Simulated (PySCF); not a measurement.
Input

```
{"job": {"kind": "uv", "xc": "CAM-B3LYP", "basis": "def2-SVPD", "nstates": 8, "ntriplets": 3}, "charge": 0, "multiplicity": 1}
C     -2.512049    -0.475547    -0.111659
N     -1.692688     0.708983    -0.048053
Si    -0.123382     0.769470    -0.760356
Si     1.423473    -0.798643     0.005922
As     3.666190    -0.148386    -0.068130
H     -2.217485    -1.237101     0.620950
H     -3.558780    -0.218218     0.060315
H     -2.421390    -0.908527    -1.105745
H     -1.828641     1.201151     0.821830
H     -0.374098     0.617896    -2.202683
H      0.289034     2.151715    -0.481452
H      1.152092    -1.214958     1.401453
H      1.329028    -2.076826    -0.733271
H      3.507271     0.435653    -1.443630
H      3.357011     1.201328     0.516941
```

Run with:

```sh
OMP_NUM_THREADS=1 python probes_run.py task.json out
```

Geometry: GFN2-xTB.

These are results of PySCF, CAM-B3LYP/def2-SVPD, SCF density, gas phase, not measurements.

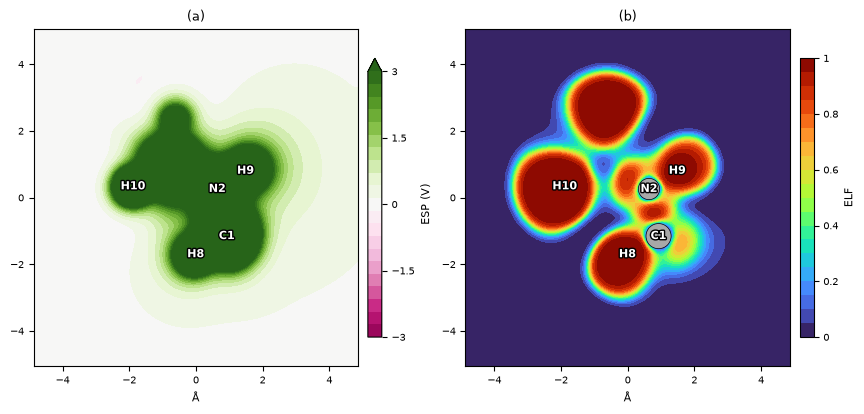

CH₁₀AsNSi₂ (SMILES CN[SiH2][SiH2][AsH2]). (a) molecular electrostatic potential; (b) ELF on the plane of atoms C1, N2 and H9. Grey discs cover the atomic cores in the ELF map.

### Read the bonding off the picture.

Atoms in the plane: C, N and H.
C–N (1.44 Å): the ELF peaks at about 0.95 between the atoms, as expected for localised, covalent bonding.
N–H (1.01 Å): the ELF climbs to about 1 towards the hydrogen, as it does in any bond to H: an ordinary covalent bond to hydrogen.
C–H (1.09 Å): the ELF climbs to about 1 towards the hydrogen; an ordinary covalent bond to hydrogen.
The potential has no marked negative region in this plane.
